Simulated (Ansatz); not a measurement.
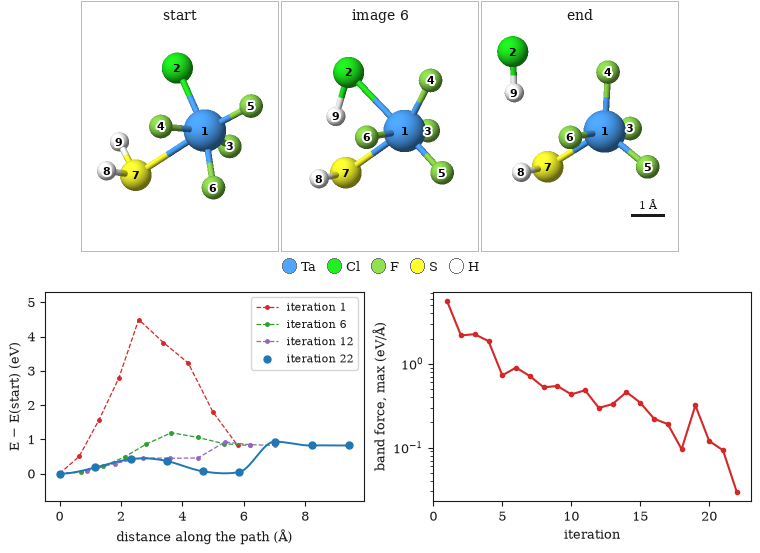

NEB run on TaH2SClF4. Images are numbered from 0 (start) to 8 (end). The plot follows the band through its iterations. The picture is a ball-and-stick view, seen from a free direction.

All numbers below come from Ansatz 0.2.0, RKS B3LYP/def2-SVP. Set-up: 7 movable images; climbing image; force threshold 0.03 eV/Å; iteration limit 60; starting path through a guess of the saddle point.

> How did the profile develop, and is the result final?

The run is converged, with reservations. The band converged in 22 iterations. The largest component of the band force went from 5.6 to 0.03 eV/Å. The climbing image converged on the top of the path. Its vibrational analysis gives one imaginary mode (394i cm⁻¹), as a transition state must have. The first iteration put the highest image at 4.50 eV. The energy climbs by 0.94 eV to image 6 and then falls by 0.11 eV, so the end point sits at +0.82 eV.

The run took 6.5 min on 4 threads of Arm Neoverse V2, with other jobs on the host, peak memory 0.39 GiB.
